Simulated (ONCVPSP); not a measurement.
## Pseudopotential generation, with input and output: Be

Beryllium (Be, Z = 4), core [He], reference valence 2s1.75 2p0.25, valence charge 2. Computed at this level: ONCV potential, LDA (Perdew-Zunger), scalar-relativistic, made with ONCVPSP 4.0.1.

## Key numbers

- outcome: generated
- cutoffs needed: 6.5 Ha and 9.1 Ha (the cutoffs at which the residual kinetic energy of the hardest occupied pseudo-wave falls to 1 and 0.1 mHa per electron)
- ghost test: no bound ghost flagged; no localised positive-energy state flagged
- largest excitation error: +23 meV (all-electron minus pseudo) for 2s1 2p0, out of 4 test configurations
- rms error of d²Exc/dni dnj: 2.67 mHa without and 1.04 mHa with the model core
- range over which the phases arctan(r R′/R) at the test radius agree within 0.05 rad (a looser test near the poles than one of phase shifts): s: up to about 1.7 Ha; p: up to about 0.3 Ha; d: not judged, local potential alone; f: not judged, local potential alone
- hardware: 1 CPU thread, shared host
- wall time: 1.5 s

## The input
```
# ATOM AND REFERENCE CONFIGURATION
# atsym  z   nc   nv     iexc    psfile
  Be 4.00    1    2        3      upf
#
#   n    l    f
    1    0    2.00
    2    0    1.75
    2    1    0.25
#
# PSEUDOPOTENTIAL AND OPTIMIZATION
# lmax
    1
#
#   l,   rc,      ep,       ncon, nbas, qcut
    0    1.75    0.00    4    7    4.60
    1    4.00    0.00    4    8    3.50
#
# LOCAL POTENTIAL
# lloc, lpopt,  rc(5),   dvloc0
    4    1    1.30    2.00
#
# VANDERBILT-KLEINMAN-BYLANDER PROJECTORs
# l, nproj, debl
    0    1    0.70
    1    2    1.30
#
# MODEL CORE CHARGE
# icmod, fcfact, rcfact
    3    3.00    1.50
#
# LOG DERIVATIVE ANALYSIS
# epsh1, epsh2, depsh
   -2.00    5.00    0.02
#
# OUTPUT GRID
# rlmax, drl
    6.00    0.01
#
# TEST CONFIGURATIONS
# ncnf
    4
# nvcnf
#   n    l    f
    2
    2    0    2.00
    2    1    0.00
#
    2
    2    0    1.00
    2    1    0.00
#
    2
    2    0    1.50
    2    1    0.00
#
    2
    2    0    1.00
    2    1    1.00
#
```

Command:
```bash
oncvpsp.x < Be.dat > Be.out
```

## The program's output (extracts)
```
ONCVPSP  (Optimized Norm-Conservinng Vanderbilt PSeudopotential)
scalar-relativistic version 4.0.1

#   n    l    f        energy (Ha)
    1    0    2.00    -3.8690694E+00
    2    0    1.75    -2.1146577E-01
    2    1    0.25    -8.2471552E-02

Reference configufation results
  iterations    22
  all-electron total energy (Ha)   -1.44168198D+01

Begin loop to  construct optimized pseudo wave functions
and semi-local pseudopoentials for all angular momenta

Calculating optimized projector #   1

 for l=   0

    Fraction of norm inside rc  0.239169
    Optimizing pswf for qcut=   4.59 a_B^-1,  ecut=  10.55 Ha
    Residual kinetic energy error=  2.41D-05 Ha

    Energy error per electron        Cutoff
         Ha          eV             Ha
         0.01000     0.27211        3.29
         0.00100     0.02721        6.55
         0.00010     0.00272        9.05
         0.00001     0.00027       15.25

   Wellstate for l =  1  n =  5
     eigenvalue =   1.2175
     asymptotic potential =   1.7175
     half-point radius =  7.0343

Calculating optimized projector #   1

 for l=   1

    Fraction of norm inside rc  0.746715
    Optimizing pswf for qcut=   3.50 a_B^-1,  ecut=   6.14 Ha
    Residual kinetic energy error=  1.12D-07 Ha

    Energy error per electron        Cutoff
         Ha          eV             Ha
         0.01000     0.27211        2.17
         0.00100     0.02721        3.32
         0.00010     0.00272        4.25
         0.00001     0.00027        4.93

Calculating optimized projector #   2

 for l=   1

    Fraction of norm inside rc  0.284687
    Optimizing pswf for qcut=   3.50 a_B^-1,  ecut=   6.14 Ha
    Residual kinetic energy error=  5.85D-05 Ha

    Energy error per electron        Cutoff
         Ha          eV             Ha
         0.01000     0.27211        4.13
         0.00100     0.02721        5.10
         0.00010     0.00272        5.93
         0.00001     0.00027       12.22

Construct Vanderbilt / Kleinmman-Bylander projectors

B matrix Hermiticity error, ll=   1
   1   2    6.7552E-07

  Orthonormal projector coefficients -4.1023E-01 -1.7915E-01

Model core correction analysis
  based on d2Exc/dn_idn_j

d2excae - all-electron derivatives

   -4.649520D-02   -3.924670D-02
   -3.924701D-02   -3.761543D-02

d2excps - pseudofunction derivatives with no core correction

   -4.927030D-02   -4.204893D-02
   -4.205018D-02   -3.987951D-02

rms 2nd derivative error    2.671023E-03

rmatch, rhocmatch    1.0333    0.2587

Teter function model core charge with specified parameters

d2excps - pseudofunction derivatives with core correction

   -4.678185D-02   -4.042854D-02
   -4.042694D-02   -3.880926D-02

rms 2nd derivative error    1.036383E-03

Pseudoatom total energy   -0.968648

Diagnostic tests using Vanderbilt-Kleinman-Bylander pseudopotentials
  1 or more projectors used as specified by nproj input data

   l    rcore       rmatch      e in        delta e   norm test  slope test

   0   1.7596904   1.8131184  -0.2114658  -0.0000005   1.0000004   0.9999933

   1   4.0175159   4.1394964  -0.0824716  -0.0000001   0.9999999   1.0000017
   1   4.0175159   4.1394964   1.2175285   0.0000018   0.9999943   0.9999943

 Testing for bound ghosts
   n   l    E NL Schr. Eq   E Basis Diag.   E Cutoff

   1   0       -0.211466       -0.190732     40.20

   2   1       -0.082472       -0.082295     18.73

 Testing for highly-localized positive-energy ghosts
       l    <radius>/rc     E Basis Diag.   E Cutoff

Test configuration 0

   n   l     f        eae           eps        diff
   1   0  2.0000   -3.86906939
   2   0  1.7500   -0.21146577   -0.21146630   -5.31D-07
   2   1  0.2500   -0.08247155   -0.08247162   -6.79D-08

    Total energies and differences
      AE_ref= -1.44168198D+01  AE_tst= -1.44168198D+01  dif=  0.00D+00
      PS_ref= -9.68648477D-01  PS_tst= -9.68648477D-01  dif=  1.11D-16
      PSP excitation error= -1.11D-16

Test configuration 1

   n   l     f        eae           eps        diff
   1   0  2.0000   -3.85624477
   2   0  2.0000   -0.20603218   -0.20559952    4.33D-04

    Total energies and differences
      AE_ref= -1.44168198D+01  AE_tst= -1.44490277D+01  dif= -3.22D-02
      PS_ref= -9.68648477D-01  PS_tst= -1.00082325D+00  dif= -3.22D-02
      PSP excitation error= -3.31D-05

Test configuration 2

   n   l     f        eae           eps        diff
   1   0  2.0000   -4.27809161
   2   0  1.0000   -0.50153526   -0.50007414    1.46D-03

    Total energies and differences
      AE_ref= -1.44168198D+01  AE_tst= -1.40991827D+01  dif=  3.18D-01
      PS_ref= -9.68648477D-01  PS_tst= -6.51855386D-01  dif=  3.17D-01
      PSP excitation error=  8.44D-04

Test configuration 3

   n   l     f        eae           eps        diff
   1   0  2.0000   -4.05219438
   2   0  1.5000   -0.34786113   -0.34701642    8.45D-04

    Total energies and differences
      AE_ref= -1.44168198D+01  AE_tst= -1.43111586D+01  dif=  1.06D-01
      PS_ref= -9.68648477D-01  PS_tst= -8.63264149D-01  dif=  1.05D-01
      PSP excitation error=  2.77D-04

Test configuration 4

   n   l     f        eae           eps        diff
   1   0  2.0000   -3.90411624
   2   0  1.0000   -0.22569262   -0.22710112   -1.41D-03
   2   1  1.0000   -0.09570364   -0.09631696   -6.13D-04

    Total energies and differences
      AE_ref= -1.44168198D+01  AE_tst= -1.43196943D+01  dif=  9.71D-02
      PS_ref= -9.68648477D-01  PS_tst= -8.71223442D-01  dif=  9.74D-02
      PSP excitation error= -3.00D-04
```

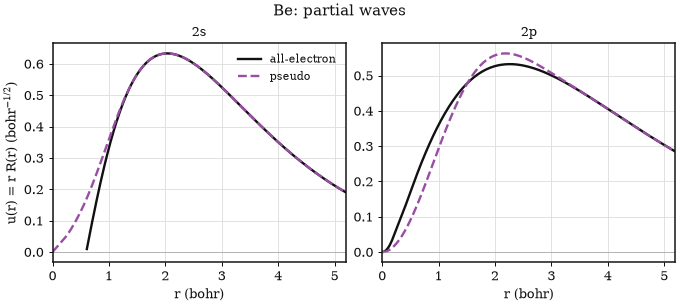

All-electron valence functions (solid) with their pseudo partners (dashed). The innermost oscillations of some all-electron curves aren't drawn. Reference configuration 2s1.75 2p0.25.

- Matching radii: 2s at 1.75 bohr; 2p at 4.00 bohr. The curves merge smoothly, so the plot gives these only roughly.
- Nodes of the pseudo-waves: 2s has no node; 2p has no node.
- Cutoffs needed: 6.5 Ha (loose) and 9.1 Ha (tight), as the cutoffs at which the residual kinetic energy of the hardest occupied pseudo-wave falls to 1 and 0.1 mHa per electron.

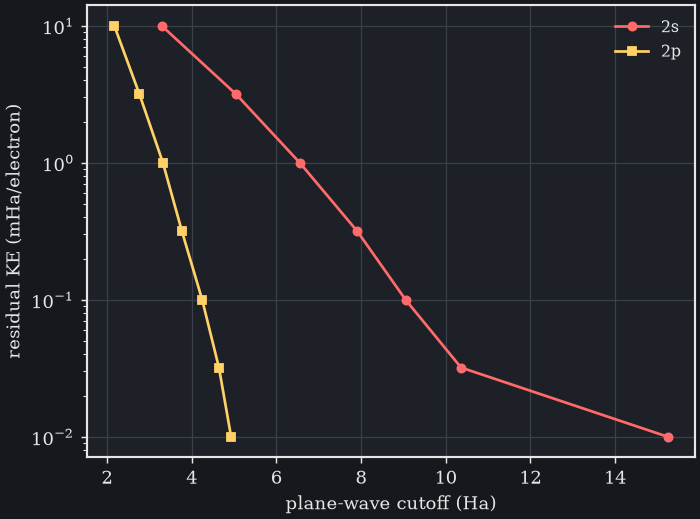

Residual kinetic energy of the pseudo-waves (the first of each channel, and further valence shells) beyond the plane-wave cutoff, as the generator prints it.

- Hardest wave at 1 mHa per electron: 2s, with rc = 1.75 bohr and qcut = 4.6 1/bohr. The optimisation minimises, but can't always remove, the kinetic energy above qcut²/2 = 10.6 Ha, and a larger rc would as a rule soften the wave at some cost in transferability.
- Cutoffs for the occupied states: 6.5 Ha for 1 mHa and 9.1 Ha for 0.1 mHa per electron. The first is set by 2s.
- Cutoffs for 1 mHa per electron: 2s: 6.6 Ha; 2p: 3.3 Ha.

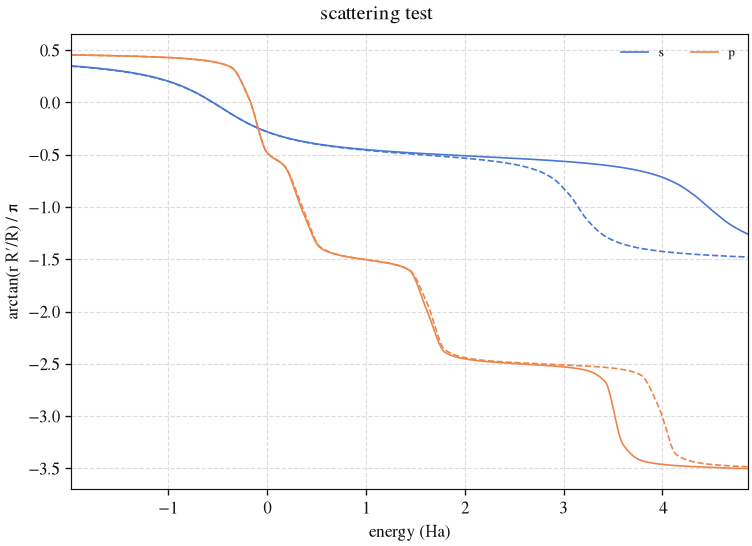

Unwrapped phase arctan(r R′/R) in units of π against energy, all-electron (solid) and pseudo (dashed); the pseudo phase is matched to the all-electron one at the reference energy. Here R(r) is the radial function. Not drawn: d: not judged; f: not judged.

- Ghost states: Going away from the reference energies, the phases part by more than π/2 in: s at about 3.2 Ha (above its reference energy, pseudo phase lower); p at about 3.5 Ha (above its reference energy, pseudo phase higher). Such a step is either a state that only one of the two atoms has or an ordinary level shifted in energy. The separate test gives: no bound ghost flagged; no localised positive-energy state flagged.
- Poles, where the radial function vanishes at the test radius: s: all-electron at 1.8 Ha, pseudo at 1.6 Ha; p: all-electron at 0.0, 1.0, 2.6 and 4.8 Ha, pseudo at 0.0, 1.0 and 2.8 Ha.
- Range over which the phases agree within 0.05 rad: s: up to about 1.7 Ha; p: up to about 0.3 Ha.
